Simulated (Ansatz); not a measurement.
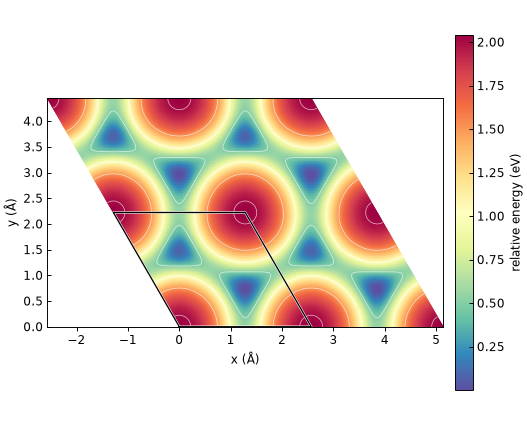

C on a Cu(111) slab cut from the Fm-3m phase, its upper half relaxed before the scan (12 atoms of substrate and one adsorbate in a 2 × 2 cell). 
- C is moved over the surface cell; relaxed at each place: the height of the adsorbate's atoms; substrate rigid; the origin of the map has the adsorbate above Cu9.
- Places are given modulo a cell vector. The map is drawn in real space over the plane of the surface.
- The scan uses a 6 × 6 grid; 10 points were computed and 26 follow by symmetry.
- Places are given in fractions of the 1 × 1 surface cell.
- Energies are in eV, from the lowest grid point.
- Level of theory: DFT PBE, scalar-relativistic, plane waves, PAW in Ansatz 0.2.0. Settings: cutoff 420 eV, k-mesh 6×6×1, gaussian smearing 0.1 eV, no spin polarisation.

The picture shows a smooth colour map with a few white contour lines, the outline of one cell of the 2 × 2 shown. Between grid points the surface is interpolated.

The lowest grid point is at a threefold hollow over a third-layer Cu atom, (4/6, 2/6) of the cell vectors. There is a further well near a threefold hollow over a second-layer Cu atom, (2/6, 4/6) of the cell vectors (0.07 eV above the lowest at that grid point). The highest grid point, the top site over a surface Cu atom, (0/6, 0/6) of the cell vectors, lies 2.04 eV above the lowest. On the interpolated surface the easiest way out of the lowest well to the well at a threefold hollow over a second-layer Cu atom, (2/6, 4/6) of the cell vectors passes a barrier of about 0.55 eV. At the lowest point the adsorbate has 3 Cu at 1.85 Å as nearest neighbours, at the highest 1 Cu at 1.72 Å. Its relaxed height above the top atom is 1.10 Å at the lowest and 1.72 Å at the highest point.

C is replaced by N; all else is set up alike.

> What will the new map look like?

The lowest place stays at a threefold hollow over a third-layer Cu atom, (4/6, 2/6) of the cell vectors. The span from the lowest to the highest grid point grows from 2.04 to 2.31 eV. The easiest pass out of the lowest well goes from about 0.55 to about 0.64 eV on the interpolated surfaces. Higher wells of the new map: a threefold hollow over a second-layer Cu atom, (2/6, 4/6) of the cell vectors, 0.12 eV up (that grid point lay 0.07 eV up before). In the new map: at the lowest point the adsorbate has 3 Cu at 1.83 Å as nearest neighbours, at the highest 1 Cu at 1.69 Å. Its relaxed height above the top atom is 1.07 Å at the lowest and 1.69 Å at the highest point.

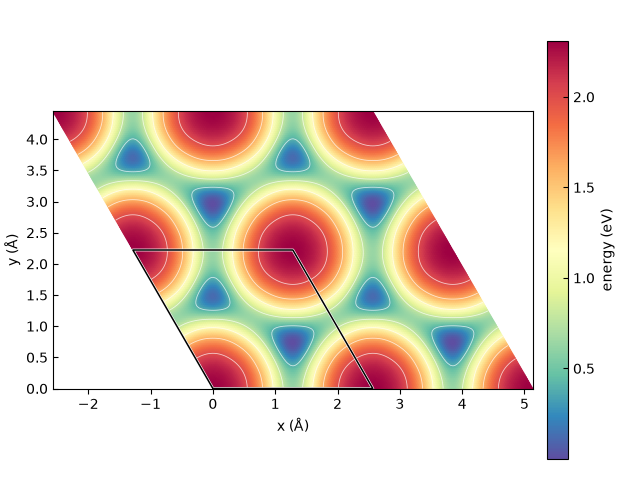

The map after the change, on a colour scale of its own. In the figure: a smooth colour map with a few white contour lines, the outline of one cell of the 2 × 2 shown. Between grid points the surface is interpolated.
